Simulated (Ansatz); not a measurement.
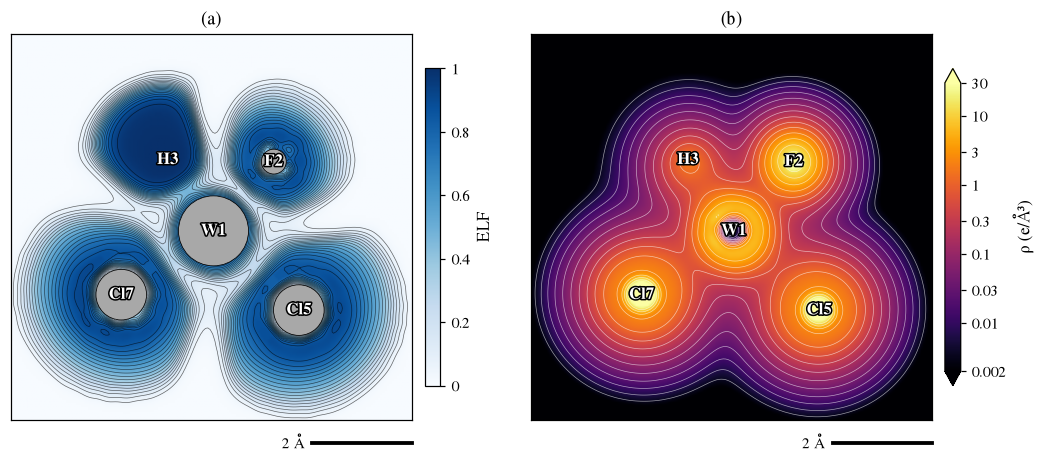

Figure 1: Cl₂FH₃W. (a) electron localisation function; (b) electron density on the plane of atoms F2, W1 and Cl7. Grey discs cover the atomic cores in the ELF map.

Core potentials replace the inner electrons of W; not at a stationary point (largest force 0.8 eV/Å).

Level of theory: Ansatz 0.2.0, RKS B3LYP-D4/def2-SVP.

Input file:

```
crystal:
  periodic: [false, false, false]
  atoms:
    - { symbol: W, position_ang: [0.0, 0.0, 0.0] }
    - { symbol: F, position_ang: [0.9293, 0.0, 1.8273] }
    - { symbol: H, position_ang: [1.7303, 0.0, 0.8322] }
    - { symbol: H, position_ang: [0.0, 1.72, 0.0] }
    - { symbol: Cl, position_ang: [-2.39, 0.0, 0.0] }
    - { symbol: H, position_ang: [0.0, -1.72, 0.0] }
    - { symbol: Cl, position_ang: [0.0, 0.0, -2.39] }
basis:
  gaussian: { orbitals: def2-SVP }
hamiltonian:
  xc: b3lyp
  dispersion: d4
relax:
  f_tol: 0.15
  max_steps: 25
  restrain:
    - { distance: [1, 2], at: 2.12, k: 30.0 }
    - { distance: [0, 1], at: 1.85, k: 30.0 }
    - { distance: [0, 2], at: 1.72, k: 30.0 }
output:
  orbitals: {}
```

Command:

```sh
ansatz run input.yaml --threads 2 --pin off --max-ram 3072MiB --backend cpu --events-out ev --progress --plain --runs-dir out
```

The fields are those of the run's last geometry, not of the input's.

**What do the fields say about this system?**

- The section cuts through W, F, H and Cl sites.
- W–F (1.85 Å): ρ is about 1.1 e/Å³ halfway; the ELF peaks at about 0.85 in the valence shell of F, 0.5 Å from its nucleus, and drops to about 0.20 between the two atoms.
- W–Cl (2.26 Å): the density is about 0.71 e/Å³ at the midpoint; the ELF peaks at about 0.85 in the valence shell of Cl, 0.8 Å from its nucleus, and is about 0.35 at the midpoint.
- W–Cl (2.35 Å): the density is about 0.61 e/Å³ at the midpoint; the ELF peaks at about 0.80 in the valence shell of Cl, 0.9 Å from its nucleus, and is about 0.30 at the midpoint.
